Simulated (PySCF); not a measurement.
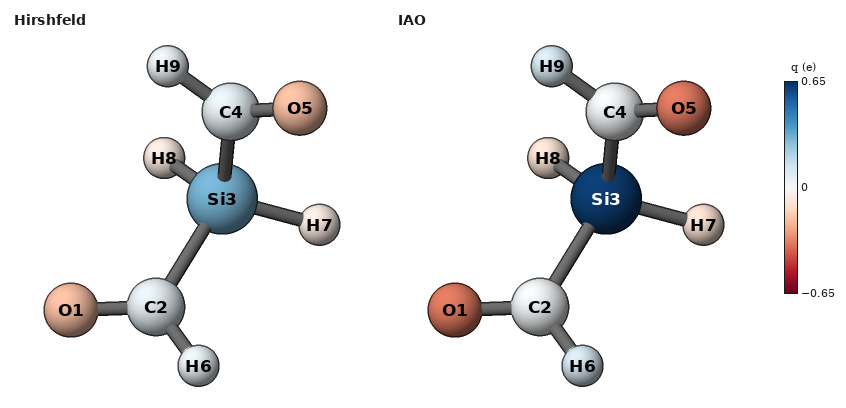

Atomic charges of one calculation by 2 schemes, on one colour scale. The geometry was computed by an optimisation with PBE0-D3(BJ)/def2-SVP. No frequency run is at hand to confirm it as a minimum. Level of theory: PBE0/6-31G* (PySCF 2.14.0).

Question: Which scheme gives the most polar picture (largest mean size of the charges)?

Answer: The IAO charges are the largest in size here.

Question: On which atom do the schemes disagree most?

Answer: On Si3 (from 0.30 to 0.61 e).

List the charges (e), one line for each set of equivalent atoms. Atoms whose distances differ by more than 0.02 Å in this geometry are listed apart.

```
atom  Hirshfeld    IAO
  O1      −0.20  −0.34
  C2       0.06   0.02
 Si3       0.30   0.61
  C4       0.06   0.02
  O5      −0.20  −0.34
  H6       0.04   0.10
  H7      −0.06  −0.09
  H8      −0.06  −0.09
  H9       0.05   0.10
```
